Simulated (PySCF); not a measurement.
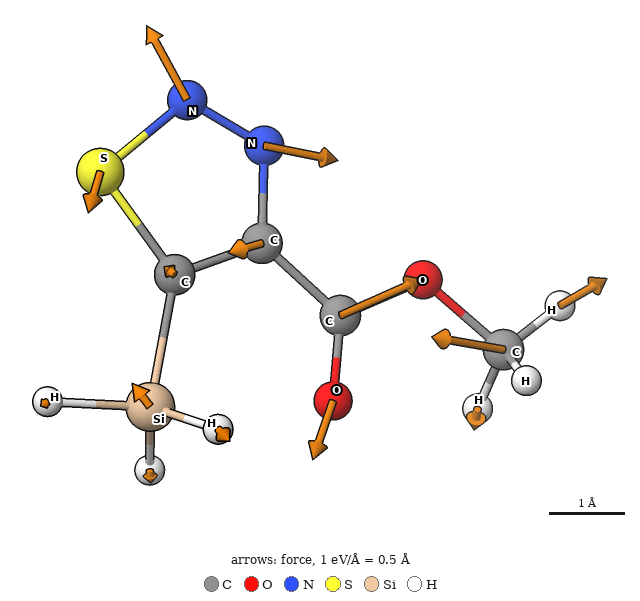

Starting geometry of C$_{4}$H$_{6}$N$_{2}$O$_{2}$SSi with the computed forces as orange arrows. Style: ball-and-stick. Shown at a tilt.

The start comes from GFN2-xTB. Its atoms were then displaced at random by about 0.01 Å.

The calculation used PBE0-D3(BJ)/def2-SVP geometry optimisation, gas phase (PySCF 2.14.0, density-fitted response routines). 

Question: What follows when this structure is relaxed?

Answer: It isn't relaxed: the largest force vector, on a C atom, is 2.70 eV/Å. The final displacements have little in common with the starting forces (cosine between the two patterns 0.20). The atom that moves furthest after the best rigid fit is an H atom (0.20 Å). By element the largest moves are H 0.20 Å, Si 0.15 Å, O 0.09 Å, C 0.09 Å, N 0.07 Å, S 0.04 Å. Among the contacts that change: O–Si 2.664 → 2.889 Å, N–S 1.671 → 1.726 Å, C–H 1.052 → 1.095 Å, C–O 1.452 → 1.419 Å. Bond angles that change, for instance: H–Si–H 119.6° → 112.9°, S–C–Si 130.6° → 125.9°, H–C–H 114.3° → 110.5°. Over 8 geometry steps the energy falls by 6.28 kcal/mol. Cost: 3 min on 1 thread of Arm Neoverse V1, with other jobs on the host.
